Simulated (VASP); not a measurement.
# CdGeAs2: cell size against the level of theory

Aim: relax CdGeAs2 at several levels and hold each cell against experiment. The levels: LDA, PBEsol, PBE, r2SCAN, PBE + D3(BJ), r2SCAN + rVV10, BLYP + D3(BJ) and AM05. LASPH is on for some levels and off for others; the table marks which. The start is a computed cell from the Materials Project.

Method: LDA; plane waves and PAW (Cd, Ge_d, As), in the first sound run; inputs show where later runs differ, in VASP 6.6.1.

The experiments to compare with:

For CdGeAs2, tetragonal chalcopyrite (undoped vertical Bridgman crystal), “Homogeneous limit of Cd(1-x)Mn(x)GeAs(2) alloy: electrical and magnetic properties” (2014, arxiv:1401.4037) gives, by high-resolution XRD, Rietveld refinement: lattice constant a (a of pure CdGeAs2) 5.9452 ± 0.0002 Å; lattice constant c (c of pure CdGeAs2) 11.2153 ± 0.0003 Å.

Most raw output is cut from this account.

### 1. The starting structure

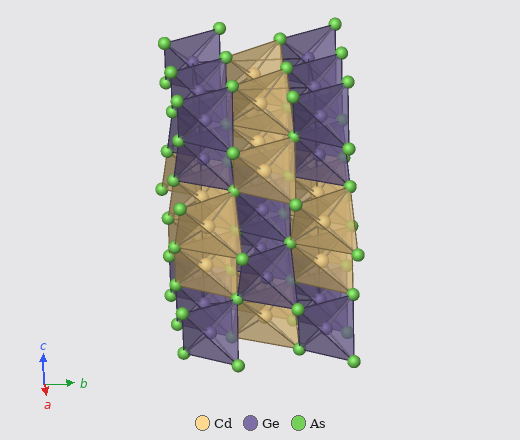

The starting structure, seen slightly off an axis (cadmium orange, germanium purple, arsenic green). 2×1×1 cells are drawn. This picture shows the conventional cell, with its axes. Some periodic images of atoms are drawn too.

As a file:

```xyz
8
Lattice="-2.9889 2.9889 5.6643 2.9889 -2.9889 5.6643 2.9889 2.9889 -5.6643" Properties=species:S:1:pos:R:3 pbc="T T T"
Cd    2.9889    0.0000    2.8321
Cd    0.0000    0.0000    5.6643
Ge    0.0000    0.0000    0.0000
Ge    0.0000    2.9889    2.8321
As    1.3224    4.4833    1.4161
As    1.4944    1.6665    4.2482
As    1.6665   -1.4944    7.0804
As    1.4944    1.3224   -1.4161
```

### 2. Relaxation with LDA

The start need not lie at this functional's minimum. ISIF = 3 frees volume, shape and positions, and EDIFFG sets the threshold on forces and stress at which the search stops. LDA, the lowest rung, knows the local density alone.

INCAR

```
SYSTEM = CdGeAs2
PREC = Accurate
ENCUT = 520
EDIFF = 1E-06
NELM = 100
ISMEAR = -1
SIGMA = 0.05
LREAL = .FALSE.
ALGO = Normal
GGA = CA
NBANDS = 44
LORBIT = 11
LWAVE = .FALSE.
LCHARG = .FALSE.
KPAR = 8
IBRION = 2
NSW = 60
ISIF = 3
EDIFFG = -0.01
```

POSCAR

```
CdGeAs2
1.0
   -2.9888745628      2.9888745628      5.6642966801
    2.9888745628     -2.9888745628      5.6642966801
    2.9888745628      2.9888745628     -5.6642966801
Cd Ge As
2 2 4
Direct
    0.2500000000      0.7500000000      0.5000000000
    0.5000000000      0.5000000000      0.0000000000
    0.0000000000      0.0000000000      0.0000000000
    0.7500000000      0.2500000000      0.5000000000
    0.8750000000      0.3462175700      0.9712175700
    0.6537824300      0.6250000000      0.5287824300
    0.3750000000      0.9037824300      0.0287824300
    0.0962175700      0.1250000000      0.4712175700
```

KPOINTS

```
Automatic mesh
0
Gamma
6 6 6
0 0 0
```

PAW data sets: Cd, Ge_d and As (PBE family, release 64).

On the command line:

```sh
$ mpirun -np 8 vasp_std
```

Run time: 2.6 min. Hardware: 8 MPI ranks of Intel Xeon 6975P-C (Granite Rapids), shared host; peak memory 4.2 GiB.

The gap is read on the k-mesh alone, so it is an upper bound where the band edges lie off the mesh. The PAW data sets were made with PBE, though LDA sets exist; this is a small mismatch. The run keeps the 8 symmetry operations of its start, so it cannot find a distortion of lower symmetry.

Relaxation path:

```csv
step,energy less that of the first step (eV),largest force (eV/Å),pressure (GPa),volume (Å³)
1,0.0000,0.2181,-2.13,202.41
2,-0.0489,0.1686,0.91,192.70
3,-0.0546,0.1829,0.12,194.98
4,-0.0596,0.0948,0.07,195.07
5,-0.0616,0.0036,0.01,195.18
6,-0.0618,0.0018,-0.01,195.25
7,-0.0619,0.0004,-0.02,195.30
```

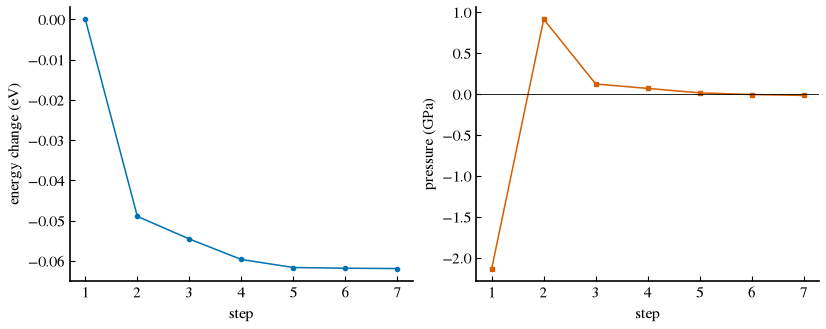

Energy and pressure along the relaxation.

```csv
"conventional cell, symmetrised",before,after,change
a (Å),5.978,5.895,-1.4 %
b (Å),5.978,5.895,-1.4 %
c (Å),11.329,11.241,-0.8 %
volume (Å³/atom),25.30,24.41,-3.5 %
```

The atoms that moved most (Å, as changes of fractional coordinates times the final cell):

```csv
atom,dx,dy,dz,length
As8,0.000,0.027,0.000,0.027
As5,0.027,0.000,0.000,0.027
As7,-0.027,0.000,0.000,0.027
As6,0.000,-0.027,0.000,0.027
```

Final coordinates:

```xyz
8
Lattice="-2.9474 2.9474 5.6203 2.9474 -2.9474 5.6203 2.9474 2.9474 -5.6203" Properties=species:S:1:pos:R:3 pbc="T T T"
Cd    2.9474    0.0000    2.8102
Cd    0.0000    0.0000    5.6203
Ge    0.0000    0.0000    0.0000
Ge    0.0000    2.9474    2.8102
As    1.3306    4.4211    1.4051
As    1.4737    1.6168    4.2152
As    1.6168   -1.4737    7.0254
As    1.4737    1.3306   -1.4051
```

Numbers from this step:

| Property | Result |
| --- | --- |
| electrons | 72 |
| bands | 44 |
| irreducible k-points | 30 |
| symmetry operations | 8 |
| free energy (TOTEN) | -35.54 eV |
| energy at zero smearing | -35.54 eV |
| Fermi energy | 3.042 eV |
| pressure | -0.01769 GPa |
| metallic | no |
| valence top at k | 0, 0, 0 |
| conduction bottom at k | 0, 0, 0 |
| least direct gap at k | 0, 0, 0 |
| SCF cycles over all ionic steps | 54 |
| gap on the k-mesh | 0.2113 eV |
| least direct gap on the k-mesh | 0.2113 eV |

It ends with forces under 0.001 eV/Å and a pressure of -0.02 GPa. The conventional cell has a = 5.895 and c = 11.241 Å.

### 3. Relaxation with PBEsol

This step: PBEsol; plane waves and PAW (Cd, Ge_d, As) (VASP 6.6.1).

PBEsol restores the gradient expansion of exchange and is tuned for the cells of solids.

Edit INCAR of step 2 so:

```diff
@@ -9,3 +9,3 @@
 ALGO = Normal
-GGA = CA
+GGA = PS
 NBANDS = 44
```

POSCAR is that of step 2.

KPOINTS is that of step 2.

On the command line:

```sh
$ mpirun -np 8 vasp_std
```

Elapsed: 2.7 min, on 8 MPI ranks; peak memory 5 GiB.

The PAW data sets were made with PBE, which is usual practice but a small mismatch for other functionals.

Step by step:

```csv
step,energy less that of the first step (eV),largest force (eV/Å),pressure (GPa),volume (Å³)
1,0.0000,0.1665,-0.51,202.41
2,-0.0069,0.1036,0.16,200.08
3,-0.0069,0.0977,0.23,199.87
4,-0.0091,0.0296,0.08,200.28
5,-0.0094,0.0026,0.01,200.48
6,-0.0094,0.0002,-0.02,200.55
```

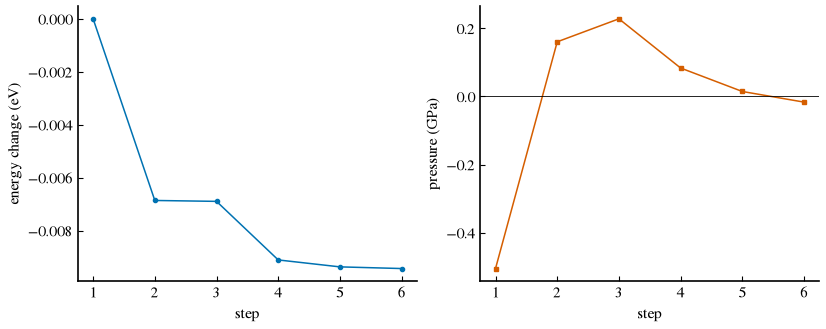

Energy and pressure along the relaxation.

```csv
"conventional cell, symmetrised",before,after,change
a (Å),5.978,5.955,-0.4 %
b (Å),5.978,5.955,-0.4 %
c (Å),11.329,11.310,-0.2 %
volume (Å³/atom),25.30,25.07,-0.9 %
```

The atoms that moved most (Å, as changes of fractional coordinates times the final cell):

```csv
atom,dx,dy,dz,length
As8,0.000,0.019,0.000,0.019
As5,0.019,0.000,0.000,0.019
As7,-0.019,0.000,0.000,0.019
As6,0.000,-0.019,0.000,0.019
```

The relaxed structure:

```xyz
8
Lattice="-2.9776 2.9776 5.6548 2.9776 -2.9776 5.6548 2.9776 2.9776 -5.6548" Properties=species:S:1:pos:R:3 pbc="T T T"
Cd    2.9776    0.0000    2.8274
Cd    0.0000    0.0000    5.6548
Ge    0.0000    0.0000    0.0000
Ge    0.0000    2.9776    2.8274
As    1.3363    4.4665    1.4137
As    1.4888    1.6413    4.2411
As    1.6413   -1.4888    7.0685
As    1.4888    1.3363   -1.4137
```

This step gave:

```
free energy (TOTEN)             : -33.13 eV
energy at zero smearing         : -33.13 eV
Fermi energy                    : 2.970 eV
pressure                        : -0.01666 GPa
valence top at k                : 0.1667, 0, 0
SCF cycles over all ionic steps : 47
gap on the k-mesh               : 0.2011 eV
least direct gap on the k-mesh  : 0.2191 eV
```

It ends at 25.07 Å³/atom, -0.9 % from the start, with -0.02 GPa left. The conventional cell has a = 5.955 and c = 11.310 Å.

### 4. Relaxation with PBE

This step: PBE; plane waves and PAW (Cd, Ge_d, As) (VASP 6.6.1).

PBE, the usual starting point, adds the gradient of the density.

Edit INCAR of step 3 so:

```diff
@@ -9,3 +9,3 @@
 ALGO = Normal
-GGA = PS
+GGA = PE
 NBANDS = 44
```

POSCAR is that of step 3.

KPOINTS is that of step 3.

On the command line:

```sh
$ mpirun -np 8 vasp_std
```

The job ended after 2 min (8 MPI ranks; peak memory 4.9 GiB).

The steps of the relaxation:

```csv
step,energy less that of the first step (eV),largest force (eV/Å),pressure (GPa),volume (Å³)
1,0.0000,0.1311,2.40,202.41
2,-0.0560,0.0233,-0.70,213.70
3,-0.0622,0.0480,-0.02,210.87
4,-0.0626,0.0294,-0.01,210.83
5,-0.0628,0.0017,0.00,210.75
```

```csv
"conventional cell, symmetrised",before,after,change
a (Å),5.978,6.058,+1.3 %
b (Å),5.978,6.058,+1.3 %
c (Å),11.329,11.486,+1.4 %
volume (Å³/atom),25.30,26.34,+4.1 %
```

The atoms that moved most (Å, as changes of fractional coordinates times the final cell):

```csv
atom,dx,dy,dz,length
As8,0.000,0.011,0.000,0.011
As5,0.011,0.000,0.000,0.011
As7,-0.011,0.000,0.000,0.011
As6,0.000,-0.011,0.000,0.011
```

Final coordinates:

```xyz
8
Lattice="-3.0289 3.0289 5.7431 3.0289 -3.0289 5.7431 3.0289 3.0289 -5.7431" Properties=species:S:1:pos:R:3 pbc="T T T"
Cd    3.0289    0.0000    2.8715
Cd    0.0000    0.0000    5.7431
Ge    0.0000    0.0000    0.0000
Ge    0.0000    3.0289    2.8715
As    1.3509    4.5433    1.4358
As    1.5144    1.6779    4.3073
As    1.6779   -1.5144    7.1788
As    1.5144    1.3509   -1.4358
```

It ends at 26.34 Å³/atom, +4.1 % from the start, with 0.00 GPa left. The conventional cell has a = 6.058 and c = 11.486 Å.

### 5. Relaxation with r2SCAN

This step: r2SCAN; plane waves and PAW (Cd, Ge_d, As) (VASP 6.6.1).

r2SCAN adds the kinetic-energy density, costs more than a GGA and is run with LASPH.

Edit INCAR of step 4 so:

```diff
@@ -9,3 +9,4 @@
 ALGO = Normal
-GGA = PE
+METAGGA = R2SCAN
+LASPH = .TRUE.
 NBANDS = 44
```

POSCAR is that of step 4.

KPOINTS is that of step 4.

On the command line:

```sh
$ mpirun -np 8 vasp_std
```

Wall time 5.2 min (8 MPI ranks); peak memory 5.2 GiB; 41 min of CPU time.

The gap is under twice the smearing width, so the edge states are partly filled and the run can't tell a small gap from a semimetal.

Step by step:

```csv
step,energy less that of the first step (eV),largest force (eV/Å),pressure (GPa),volume (Å³)
1,0.0000,0.0038,0.06,202.41
2,-0.0001,0.0004,-0.03,202.68
3,-0.0001,0.0006,-0.02,202.68
4,-0.0001,0.0015,0.00,202.63
```

```csv
"conventional cell, symmetrised",before,after,change
a (Å),5.978,5.983,+0.1 %
b (Å),5.978,5.983,+0.1 %
c (Å),11.329,11.320,-0.1 %
volume (Å³/atom),25.30,25.33,+0.1 %
```

The relaxed structure:

```cif
data_structure
_symmetry_space_group_name_H-M 'P 1'
_symmetry_Int_Tables_number 1
_cell_length_a 7.0664
_cell_length_b 7.0664
_cell_length_c 7.0664
_cell_angle_alpha 129.906
_cell_angle_beta 129.906
_cell_angle_gamma 73.558
_cell_volume 202.63
loop_
_atom_site_label
_atom_site_type_symbol
_atom_site_fract_x
_atom_site_fract_y
_atom_site_fract_z
_atom_site_occupancy
Cd1 Cd 0.25000 0.75000 0.50000 1
Cd2 Cd 0.50000 0.50000 0.00000 1
Ge3 Ge 0.00000 0.00000 0.00000 1
Ge4 Ge 0.75000 0.25000 0.50000 1
As5 As 0.87500 0.34625 0.97125 1
As6 As 0.65375 0.62500 0.52875 1
As7 As 0.37500 0.90375 0.02875 1
As8 As 0.09625 0.12500 0.47125 1
```

It ends at 25.33 Å³/atom, +0.1 % from the start, with 0.00 GPa left. The conventional cell has a = 5.983 and c = 11.320 Å.

### 6. Relaxation with PBE + D3(BJ)

This step: PBE with D3(BJ); plane waves and PAW (Cd, Ge_d, As) (VASP 6.6.1).

A dispersion term adds the long-range attraction that semilocal functionals lack. D3 with Becke-Johnson damping keeps a finite attraction at short range.

Edit INCAR of step 5 so:

```diff
@@ -9,4 +9,4 @@
 ALGO = Normal
-METAGGA = R2SCAN
-LASPH = .TRUE.
+GGA = PE
+IVDW = 12
 NBANDS = 44
```

POSCAR is that of step 5.

KPOINTS is that of step 5.

On the command line:

```sh
$ mpirun -np 8 vasp_std
```

Run time: 1.8 min. Hardware: 8 MPI ranks; peak memory 5 GiB.

It ends at 25.30 Å³/atom, under 0.05 % from the start, with 0.01 GPa left. The conventional cell has a = 5.982 and c = 11.313 Å. Against plain PBE, the dispersion term moves a by -1.3 % and c by -1.5 %.

### 7. Relaxation with r2SCAN + rVV10

This step: r2SCAN with rVV10; plane waves and PAW (Cd, Ge_d, As) (VASP 6.6.1).

LUSE_VDW switches on a nonlocal correlation term for dispersion.

Edit INCAR of step 6 so:

```diff
@@ -9,4 +9,8 @@
 ALGO = Normal
-GGA = PE
-IVDW = 12
+METAGGA = R2SCAN
+LUSE_VDW = .TRUE.
+IVDW_NL = 2
+BPARAM = 11.95
+CPARAM = 0.0093
+LASPH = .TRUE.
 NBANDS = 44
```

POSCAR is that of step 6.

KPOINTS is that of step 6.

On the command line:

```sh
$ mpirun -np 8 vasp_std
```

Elapsed: 21 min, on 8 MPI ranks; peak memory 9.4 GiB; 2.4 h of CPU time.

It ends at 25.03 Å³/atom, -1.1 % from the start, with -0.01 GPa left. The conventional cell has a = 5.964 and c = 11.260 Å. Against plain r2SCAN, the dispersion term moves a by -0.3 % and c by -0.5 %.

### 8. Relaxation with BLYP + D3(BJ)

This step: BLYP with D3(BJ); plane waves and PAW (Cd, Ge_d, As) (VASP 6.6.1).

BLYP comes from molecular chemistry and underbinds dense solids.

Edit INCAR of step 7 so:

```diff
@@ -9,8 +9,12 @@
 ALGO = Normal
-METAGGA = R2SCAN
-LUSE_VDW = .TRUE.
-IVDW_NL = 2
-BPARAM = 11.95
-CPARAM = 0.0093
-LASPH = .TRUE.
+GGA = B5
+ALDAX = 1
+AGGAX = 1
+AGGAC = 1
+ALDAC = 0
+IVDW = 12
+VDW_S6 = 1
+VDW_S8 = 2.6996
+VDW_A1 = 0.4298
+VDW_A2 = 4.2359
 NBANDS = 44
```

POSCAR is that of step 7.

KPOINTS is that of step 7.

On the command line:

```sh
$ mpirun -np 8 vasp_std
```

It took 3.6 min on 8 MPI ranks; peak memory 5 GiB; 23 min of CPU time.

It ends at 25.50 Å³/atom, +0.8 % from the start, with 0.01 GPa left. The conventional cell has a = 5.999 and c = 11.339 Å.

### 9. Relaxation with AM05

This step: AM05; plane waves and PAW (Cd, Ge_d, As) (VASP 6.6.1).

AM05 is built from the electron gas and the surface model, and does well on lattice constants.

Edit INCAR of step 8 so:

```diff
@@ -9,12 +9,3 @@
 ALGO = Normal
-GGA = B5
-ALDAX = 1
-AGGAX = 1
-AGGAC = 1
-ALDAC = 0
-IVDW = 12
-VDW_S6 = 1
-VDW_S8 = 2.6996
-VDW_A1 = 0.4298
-VDW_A2 = 4.2359
+GGA = AM
 NBANDS = 44
```

POSCAR is that of step 8.

KPOINTS is that of step 8.

On the command line:

```sh
$ mpirun -np 8 vasp_std
```

It took 2.8 min on 8 MPI ranks; peak memory 5 GiB; 18 min of CPU time.

It ends at 25.22 Å³/atom, -0.3 % from the start, with -0.01 GPa left. The conventional cell has a = 5.967 and c = 11.330 Å.

### 10. The cells as a table

This step: relaxed cells at several levels; plane waves and PAW (VASP 6.6.1).

Derived from the runs above.

Lengths are those of the conventional cell; cost is the wall time of each run, as given at its step, times its ranks, without the set-up around it; LASPH differs between rows, which moves results and costs too. Results by level, by row:

```csv
level,volume (Å³/atom),change from the start (%),a (Å),c (Å),cost (core minutes),LASPH
LDA,24.41,-3.5,5.895,11.24,20.7,off
PBEsol,25.07,-0.9,5.955,11.31,21.5,off
PBE,26.34,4.1,6.058,11.49,16.4,off
r2SCAN,25.33,0.1,5.983,11.32,41.6,on
PBE + D3(BJ),25.3,0,5.982,11.31,14.5,off
r2SCAN + rVV10,25.03,-1.1,5.964,11.26,170,on
BLYP + D3(BJ),25.5,0.8,5.999,11.34,28.8,off
AM05,25.22,-0.3,5.967,11.33,22,off
```

### 11. Outcome

| Quantity | Value |
| --- | --- |
| volume, LDA | 24.41 Å³/atom |
| volume, PBEsol | 25.07 Å³/atom |
| volume, PBE | 26.34 Å³/atom |
| volume, r2SCAN | 25.33 Å³/atom |
| volume, PBE + D3(BJ) | 25.30 Å³/atom |
| volume, r2SCAN + rVV10 | 25.03 Å³/atom |
| volume, BLYP + D3(BJ) | 25.50 Å³/atom |
| volume, AM05 | 25.22 Å³/atom |

**Reading.** For CdGeAs2 the levels give volumes between 24.41 Å³/atom (LDA) and 26.34 Å³/atom (PBE), a spread of 7.9 %, while the cost of the finished runs spans a factor of 12. Within 1 % of experiment on every length: LDA, PBEsol, r2SCAN, PBE + D3(BJ) and r2SCAN + rVV10. The nearest, r2SCAN + rVV10, took 12 times the core time of PBE + D3(BJ) and lowers the largest miss from 0.87 to 0.40 %. Thermal and zero-point expansion, often some tenths of a per cent in length, bear on this order: with the measured lengths lowered by an assumed 0.4 % the nearest becomes LDA. The costs hold the number of ionic steps as well as the price of the functional. The closing table has room for seven levels; AM05 stands in the table of levels alone. Adding D3(BJ) to PBE changes the volume by -4.0 % (a by -1.3 % and c by -1.5 %). Adding rVV10 to r2SCAN changes the volume by -1.2 % (a by -0.3 % and c by -0.5 %). Within 0.02 Å all end in space group I-42d; the runs can't lower the symmetry of the start. LASPH is on for some levels and off for others, so differences between them are not the functional's alone. Each is a single relaxation on the plane waves of the start cell, so larger changes of volume carry a basis-set error that was not tested here.

Computed beside measured:

| quantity | measured | LDA | PBEsol | PBE | r2SCAN | PBE + D3(BJ) | r2SCAN + rVV10 | BLYP + D3(BJ) |
| --- | --- | --- | --- | --- | --- | --- | --- | --- |
| lattice constant a (Å) | 5.9452 | 5.895 (-0.8 %) | 5.955 (+0.2 %) | 6.058 (+1.9 %) | 5.983 (+0.6 %) | 5.982 (+0.6 %) | 5.964 (+0.3 %) | 5.999 (+0.9 %) |
| lattice constant c (Å) | 11.2153 | 11.241 (+0.2 %) | 11.310 (+0.8 %) | 11.486 (+2.4 %) | 11.320 (+0.9 %) | 11.313 (+0.9 %) | 11.260 (+0.4 %) | 11.339 (+1.1 %) |

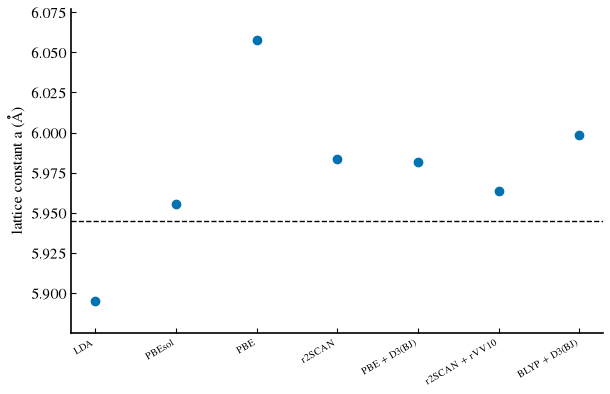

The lattice constant a by level; the dashed line is the measured value.

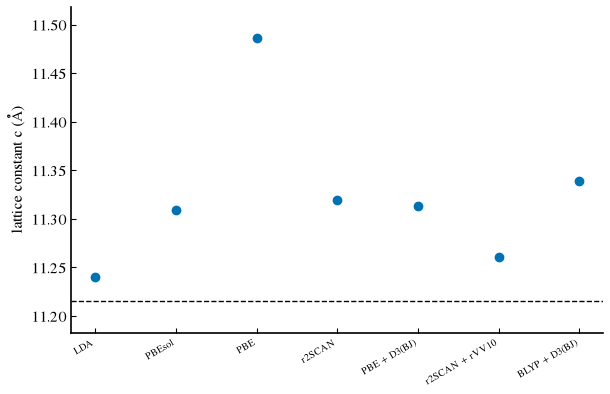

The lattice constant c by level; the dashed line is the measured value.

Measured values from arxiv:1401.4037 (2014).

**Verdict.** For the lattice constant a, of the levels listed nearest comes PBEsol (+0.2 %, good agreement) and farthest PBE (+1.9 %, a clear miss). For the lattice constant c, of the levels listed nearest comes LDA (+0.2 %, good agreement) and farthest PBE (+2.4 %, a clear miss). The grades are ours: good and fair within 0.7 and 1.5 % for the lattice constant a and 0.8 and 2 % for the lattice constant c. Zero-point motion and thermal expansion are not in the computed lattice constants.

[Lines on the potential files, build, host, timing and source positions are cut from VASP's logs without a mark.]

[Logs are printed without paths, hosts, clocks, repeated set-up lines and the standing remarks that a program may print on its own settings, such as how far it seeks lower states.]

[Hosts, paths, dates, database ids (printed as entryN), source tags and the programs' standing remarks are cut or masked in the printed files.]

[A measured line is paired with the nearest computed mode of its activity, which favours agreement.]
